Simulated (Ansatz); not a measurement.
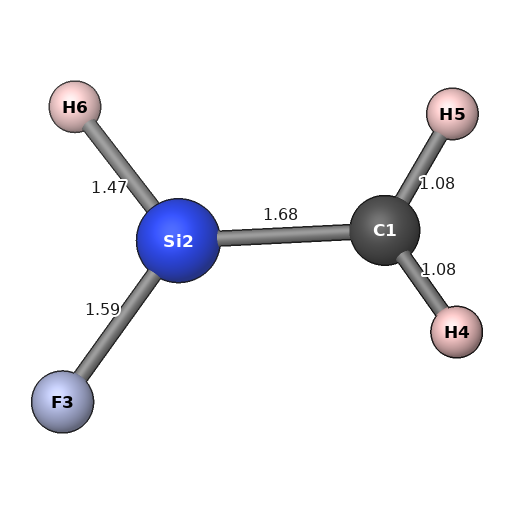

The numbers beside the sticks are distances in Å. Sticks don't show bond order. The computed structure is the end point of a PBE0-D4/def2-TZVP optimisation. No frequency run is at hand to confirm it as a minimum.

**Assign a bond order to each marked bond.**

C1–Si2 double; C1–H4 single; C1–H5 single; Si2–F3 single; Si2–H6 single.

**Give the structure as SMILES.**

C=[SiH]F
